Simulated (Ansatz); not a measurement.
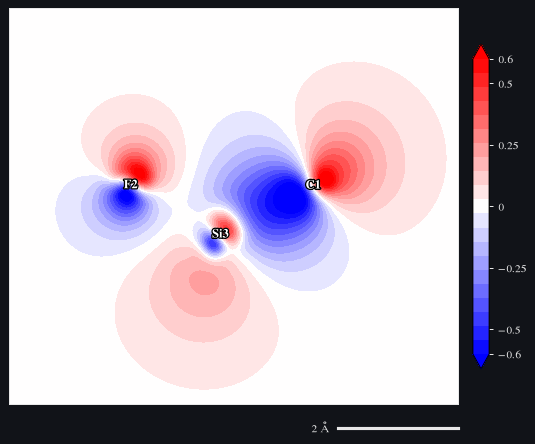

CH4FSi (SMILES [CH2-][SiH2]F) (charge −1). The HOMO−1 on the plane of atoms C1, Si3 and F2 (values in Å⁻³ᐟ²; the overall sign is arbitrary).

Geometry: PBE0-D3(BJ)/def2-SVPD; the highest occupied orbital lies above zero, a sign that basis and functional describe the outermost electron poorly.

The calculation used isolated molecule in a Gaussian basis; Kohn-Sham density functional theory, functional PBE0 (Ansatz 0.2.0).

```xyz
7

C    -0.7253    1.1479   -0.7739
F     0.9858    1.1702    1.7637
Si   -0.4520    0.7548    0.9115
H    -0.4254   -0.7309    1.1983
H    -1.0322    2.1560   -1.0807
H    -0.2739    0.5525   -1.5778
H    -1.4353    1.4051    1.8603
```

Question: Where does this orbital lie, and at what energy?

Answer: Its weight (Hirshfeld) is mainly on C1 (about 35 %), Si3 (about 25 %), F2 (about 10 %), H4 (about 10 %) and H7 (about 10 %). Its energy is −3.60 eV.
